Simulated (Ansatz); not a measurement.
H4OSi···SiH4

Input file:

```
crystal:
  periodic: [false, false, false]
  atoms:
    - {symbol: Si, position_ang: [-0.182237, 1.404783, -1.112439]}
    - {symbol: O, position_ang: [-0.115447, 2.208599, 0.324008]}
    - {symbol: H, position_ang: [1.137915, 0.826456, -1.484723]}
    - {symbol: H, position_ang: [-1.170281, 0.317164, -0.922997]}
    - {symbol: H, position_ang: [-0.623971, 2.296323, -2.220076]}
    - {symbol: H, position_ang: [0.712865, -0.685615, 1.312877]}
    - {symbol: Si, position_ang: [0.091982, -1.998487, 1.004188]}
    - {symbol: H, position_ang: [0.489565, 2.947447, 0.395940]}
    - {symbol: H, position_ang: [0.664055, -3.039303, 1.896763]}
    - {symbol: H, position_ang: [0.370602, -2.358568, -0.409618]}
    - {symbol: H, position_ang: [-1.375150, -1.918795, 1.215976]}
basis:
  gaussian: {orbitals: def2-TZVPP}
hamiltonian: {xc: pbe0, dispersion: d4}
output: {orbitals: {seedname: orbitals}}
```

Command:

```sh
ansatz run in.yaml --threads 4 --pin off --events-out ev --progress --plain --max-ram 9574MiB
```

The reactant side of a reaction path; geometry: PBE0-D4/def2-TZVP.

The calculation used RKS PBE0-D4/def2-TZVPP in Ansatz 0.2.0.

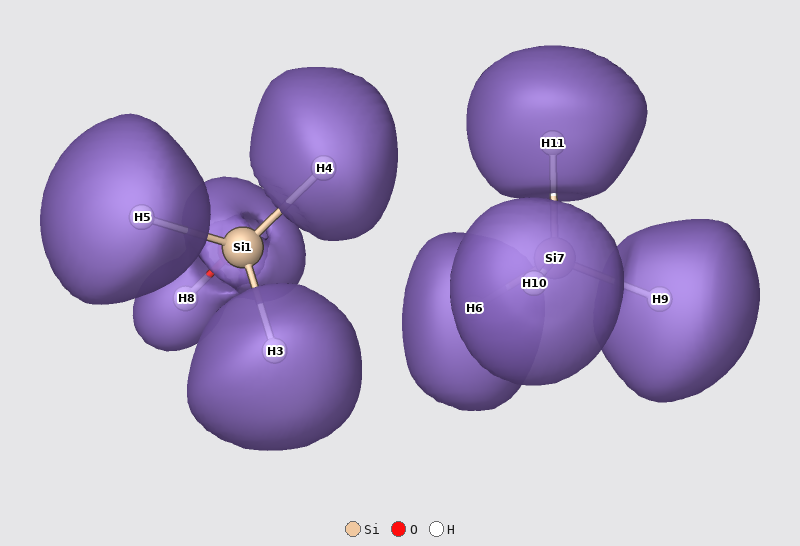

Figure 1. Isosurface of the ELF at 0.8 (purple), seen from one side. Core shells and regions of very low density are left out.

What do the ELF domains correspond to?

The surface consists of seven regions around hydrogen nuclei and one joined region spread over several atoms (H, O), in which their bonds and any lone pairs are merged. Along the contacts the grid gives the following. Si1···Si7 (4.02 Å): the ELF dips to about 0 between them: a non-bonded, intermolecular contact. Si–O (1.65 Å): the ELF peaks at about 0.90 between the atoms; a polar covalent bond.

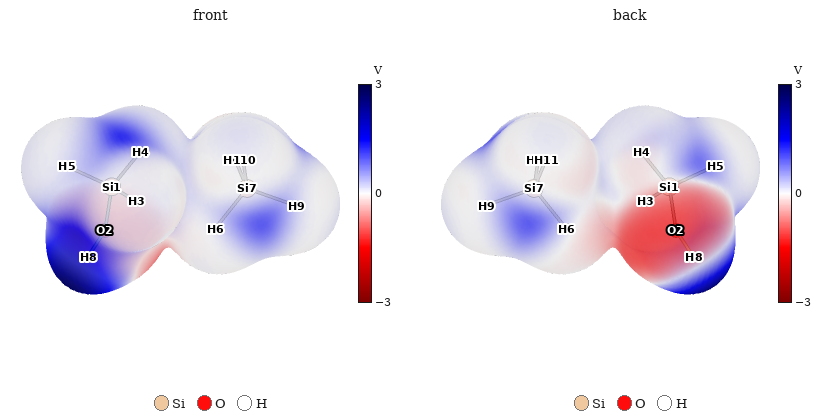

Figure 2. The electrostatic potential painted on the density surface at 0.002 e/bohr³, seen from the front and from behind; red is negative and blue positive.

Which sites attract a positive test charge, and which a negative one?

A positive charge is drawn to the negative regions and a negative charge to the positive ones. The most negative region (about −1.3 V, or −30 kcal/mol for a unit charge) lies over O2, the most positive (about +2.7 V, or +62 kcal/mol for a unit charge) over H8. O2 is the likeliest acceptor of a hydrogen bond.

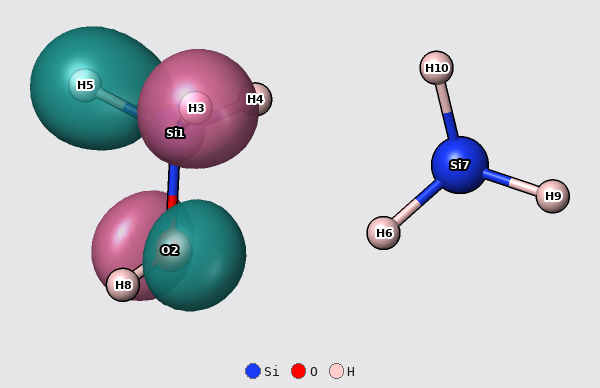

Figure 3. The HOMO at ±0.15 Å⁻³ᐟ² (teal and pink are the two phases), seen across its widest extent.

What is the character of this orbital?

Its weight (Hirshfeld) is mainly on O2 (about 40 %), Si1 (about 25 %), H5 (about 15 %) and H3 (about 15 %). Its energy is −8.76 eV.
